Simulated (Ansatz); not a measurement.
**C₂H₇O₂Ta: basis-set convergence**

Aim: see how fast density functionals converge with the basis set for C₂H₇O₂Ta.

Computed with Ansatz 0.2.0, Gaussian basis. Level: one geometry, several basis sets.

Plan: PBE0-D4/def2-SVP; ωB97M-V/def2-SVP; PBE0-D4/def2-QZVPP; ωB97M-V/def2-QZVPP; the functionals' def2-TZVPP values are taken from earlier runs.

### Step 1. The geometry

An earlier PBE0-D4 in a triple-zeta def2 set relaxation fixed the geometry. Ta takes the def2 core potential; no spin-orbit term is included.

SMILES `[CH3][Ta]([CH3])(=[O])[OH]`, 12 atoms, charge 0, spin multiplicity 1.

Atoms are counted from 1 here; the program's logs count them from 0.

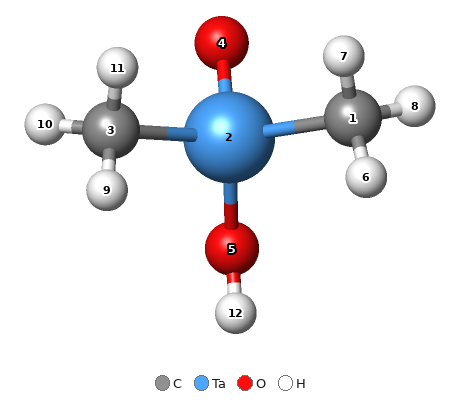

The geometry (carbon grey, tantalum blue, oxygen red, hydrogen white); atoms are numbered from 1 in the order of the file.

### Step 2. PBE0-D4 in def2-SVP

File in.yaml:

```yaml
crystal:
  periodic: [false, false, false]
  atoms:
    - {symbol: C, position_ang: [-1.594611, -0.009924, -0.922034]}
    - {symbol: Ta, position_ang: [0.508708, 0.189969, -0.472353]}
    - {symbol: C, position_ang: [0.903814, -0.879897, 1.362104]}
    - {symbol: O, position_ang: [1.353497, -0.642211, -1.713303]}
    - {symbol: O, position_ang: [1.082217, 2.007026, -0.407697]}
    - {symbol: H, position_ang: [-2.221672, 0.545237, -0.215230]}
    - {symbol: H, position_ang: [-1.867397, -1.070840, -0.857867]}
    - {symbol: H, position_ang: [-1.840606, 0.321366, -1.935090]}
    - {symbol: H, position_ang: [0.457988, -0.384878, 2.232245]}
    - {symbol: H, position_ang: [1.973436, -1.010584, 1.550082]}
    - {symbol: H, position_ang: [0.468511, -1.884035, 1.282271]}
    - {symbol: H, position_ang: [0.853113, 2.763572, 0.130770]}
basis:
  gaussian: {orbitals: def2-SVP}
hamiltonian: {xc: pbe0, dispersion: d4}
output: {orbitals: {seedname: orbitals}}
```

Command:

```
> ansatz run in.yaml --threads 4 --pin off --events-out ev --progress --plain --max-ram 11315MiB
```

Log:

```text
Functional definition: PBE0
  name "PBE0"
  cite "Adamo & Barone, J. Chem. Phys. 110, 6158 (1999) doi:10.1063/1.478522"
  cite "Perdew, Burke & Ernzerhof, Phys. Rev. Lett. 77, 3865 (1996) doi:10.1103/PhysRevLett.77.3865"
  parent pbe
  parameter a = 0.25
  parameter kappa = 0.804
  parameter beta = 0.06672455060314922
  exchange = (1 - a)*pbe_x(kappa = kappa, mu = beta*pi^2/3) + a*exact_x
  correlation = pbe_c(beta = beta)
1338 factors; their error is unknown
mean field evaluation 1: about -7805.8985 eV, gradient 9.6e1 eV
mean field evaluation 2: about -7683.5428 eV, gradient 2.5e2 eV
mean field evaluation 4: about -7823.9913 eV, gradient 2.0e1 eV
mean field evaluation 8: about -7824.6942 eV, gradient 3.0e-1 eV
mean field evaluation 16: about -7824.8118 eV, gradient 4.5e-4 eV
mean field -7824.81177348 eV, -287.5565288274 hartree, gradient 2.7e-5 eV, S^2 0.000000; 0 other end points of the search recorded, 0 dependent functions left out
reference -7824.81181994 eV, -287.5565305350 hartree; 24, 24 occupied and 99, 99 virtual orbitals, 1338 factors
Total energy: -7825.00896832 eV, -287.5637756040 hartree
```

Wall time 0.55 s (4 threads of AMD EPYC 9R45, shared host); peak memory 0.29 GiB.

### Step 3. ωB97M-V in def2-SVP

Edit in.yaml of step 2 so:

```diff
@@ -17,3 +17,3 @@
   gaussian: {orbitals: def2-SVP}
-hamiltonian: {xc: pbe0, dispersion: d4}
+hamiltonian: {xc: {name: wB97M-V}}
 output: {orbitals: {seedname: orbitals}}
```

The command is unchanged.

Log, cut to the lines that bear on the results:

```text
Functional definition: wB97M-V
  name "wB97M-V"
  cite "Mardirossian & Head-Gordon, J. Chem. Phys. 144, 214110 (2016) doi:10.1063/1.4952647"
  cite "Becke, J. Chem. Phys. 107, 8554 (1997) doi:10.1063/1.475007"
  cite "Vydrov & Van Voorhis, J. Chem. Phys. 133, 244103 (2010) doi:10.1063/1.3521275"
  # Of w^i u^j: cxij and so on, Table III.
[...]
  gx(w, u) = 1 - cx + cx01*u + cx10*w
  gss(w, u) = css00 + css04*u^4 + css10*w + css20*w^2 + css43*w^4*u^3
  gos(w, u) = cos00 + cos10*w + (cos20 + cos21*u)*w^2 + (cos60 + cos61*u)*w^6
[...]
      + integral(e_c_pw_mod_opposite_spin*gos(b97_w_opposite, b97_u_opposite)) + vv10(b, c)
1312 factors; their error is unknown
324 factors; integrals over basis functions are off by at most 7.1e-6 eV
[...]
mean field -7826.92415647 eV, -287.6341574706 hartree, gradient 8.7e-5 eV, S^2 0.000000; 0 other end points of the search recorded, 0 dependent functions left out
reference -7826.92423066 eV, -287.6341601969 hartree; 24, 24 occupied and 99, 99 virtual orbitals, 1312 factors
Total energy: -7826.92423066 eV, -287.6341601969 hartree
```

Run time: 1.9 s. Hardware: 4 threads of AMD EPYC 9R45, shared host; peak memory 0.43 GiB.

### Step 4. PBE0-D4 in def2-QZVPP

Edit in.yaml of step 3 so:

```diff
@@ -16,4 +16,4 @@
 basis:
-  gaussian: {orbitals: def2-SVP}
-hamiltonian: {xc: {name: wB97M-V}}
+  gaussian: {orbitals: "def2-QZVPP.json"}
+hamiltonian: {xc: pbe0, dispersion: d4}
 output: {orbitals: {seedname: orbitals}}
```

Launched as before.

Log:

```text
Functional definition: PBE0
  name "PBE0"
  cite "Adamo & Barone, J. Chem. Phys. 110, 6158 (1999) doi:10.1063/1.478522"
  cite "Perdew, Burke & Ernzerhof, Phys. Rev. Lett. 77, 3865 (1996) doi:10.1103/PhysRevLett.77.3865"
  parent pbe
  parameter a = 0.25
  parameter kappa = 0.804
  parameter beta = 0.06672455060314922
  exchange = (1 - a)*pbe_x(kappa = kappa, mu = beta*pi^2/3) + a*exact_x
  correlation = pbe_c(beta = beta)
1621 factors; their error is unknown
mean field evaluation 1: about -7810.1880 eV, gradient 1.1e2 eV
mean field evaluation 2: about -7677.5455 eV, gradient 2.7e2 eV
mean field evaluation 4: about -7831.9610 eV, gradient 2.8e1 eV
mean field evaluation 8: about -7833.2091 eV, gradient 3.5e-1 eV
mean field evaluation 16: about -7833.2225 eV, gradient 3.3e-4 eV
mean field -7833.22253243 eV, -287.8656185177 hartree, gradient 2.7e-5 eV, S^2 0.000000; 0 other end points of the search recorded, 0 dependent functions left out
reference -7833.22257793 eV, -287.8656201898 hartree; 24, 24 occupied and 495, 495 virtual orbitals, 1621 factors
Total energy: -7833.41972630 eV, -287.8728652588 hartree
```

It took 3.2 s on 4 threads of AMD EPYC 9R45, shared host; peak memory 1.8 GiB.

### Step 5. ωB97M-V in def2-QZVPP

Edit in.yaml of step 4 so:

```diff
@@ -17,3 +17,3 @@
   gaussian: {orbitals: "def2-QZVPP.json"}
-hamiltonian: {xc: pbe0, dispersion: d4}
+hamiltonian: {xc: {name: wB97M-V}}
 output: {orbitals: {seedname: orbitals}}
```

Launched as before.

Log, cut to the lines that bear on the results:

```text
Functional definition: wB97M-V
  name "wB97M-V"
  cite "Mardirossian & Head-Gordon, J. Chem. Phys. 144, 214110 (2016) doi:10.1063/1.4952647"
  cite "Becke, J. Chem. Phys. 107, 8554 (1997) doi:10.1063/1.475007"
  cite "Vydrov & Van Voorhis, J. Chem. Phys. 133, 244103 (2010) doi:10.1063/1.3521275"
  # Of w^i u^j: cxij and so on, Table III.
[...]
  gx(w, u) = 1 - cx + cx01*u + cx10*w
  gss(w, u) = css00 + css04*u^4 + css10*w + css20*w^2 + css43*w^4*u^3
  gos(w, u) = cos00 + cos10*w + (cos20 + cos21*u)*w^2 + (cos60 + cos61*u)*w^6
[...]
      + integral(e_c_pw_mod_opposite_spin*gos(b97_w_opposite, b97_u_opposite)) + vv10(b, c)
1565 factors; their error is unknown
438 factors; integrals over basis functions are off by at most 6.6e-6 eV
[...]
mean field -7835.64792975 eV, -287.9547502253 hartree, gradient 6.0e-5 eV, S^2 0.000000; 0 other end points of the search recorded, 0 dependent functions left out
reference -7835.64800302 eV, -287.9547529181 hartree; 24, 24 occupied and 495, 495 virtual orbitals, 1565 factors
Total energy: -7835.64800302 eV, -287.9547529181 hartree
```

Run time: 7 s. Hardware: 4 threads of AMD EPYC 9R45, shared host; peak memory 2.3 GiB.

### Step 6. Functionals by basis

The def2-TZVPP values come from earlier runs at the same geometry.

```
functional       basis  functions  energy (eV)  from the largest (eV)  HOMO (eV)  LUMO (eV)
   PBE0-D4    def2-SVP        123   -7825.0090                  8.411      -8.03      -1.39
   PBE0-D4  def2-TZVPP        278   -7833.0363                  0.383      -8.08      -1.41
   PBE0-D4  def2-QZVPP        519   -7833.4197                  0.000      -8.10      -1.44
   ωB97M-V    def2-SVP        123   -7826.9242                  8.724     -10.36       0.69
   ωB97M-V  def2-TZVPP        278   -7835.2798                  0.368     -10.43       0.66
   ωB97M-V  def2-QZVPP        519   -7835.6480                  0.000     -10.45       0.44
```

### Step 7. Outcome

```
                                       quantity          value
PBE0-D4: double and triple zeta above quadruple  8.41, 0.38 eV
ωB97M-V: double and triple zeta above quadruple  8.72, 0.37 eV
```

In words: PBE0-D4 gains 8.03 eV from double to triple zeta, then 0.38 eV more. These are total energies; as a rule much of such shifts cancels in differences, which this series doesn't test.

For PBE0-D4 the largest set took about 6 times as long as the smallest (3.2 s against 0.55 s).
